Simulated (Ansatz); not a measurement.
Take GaP in the zinc blende structure (space group F-43m, No. 216; a = 5.506 Å) as the base.

Now apply this change: an isotropic linear strain of −1.50 %; the atoms relax in the strained cell.

Level of theory: Ansatz (a quantum-chemistry and plane-wave program) PBE, no SOC.

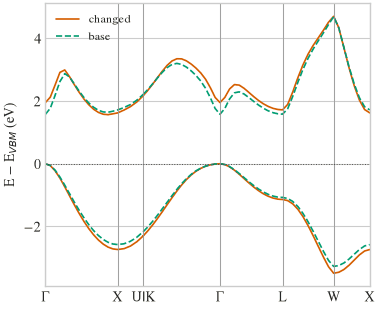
Highest valence and lowest conduction band along the path, each from its own valence-band maximum

Q: Read the changed gap and its character from the plot.

A: About 1.6 eV, indirect, Γ → Γ–X (87 % along).

No phonon test of stability was made. The real GaP has an indirect gap at ambient pressure; PBE orders its close-lying valleys differently.
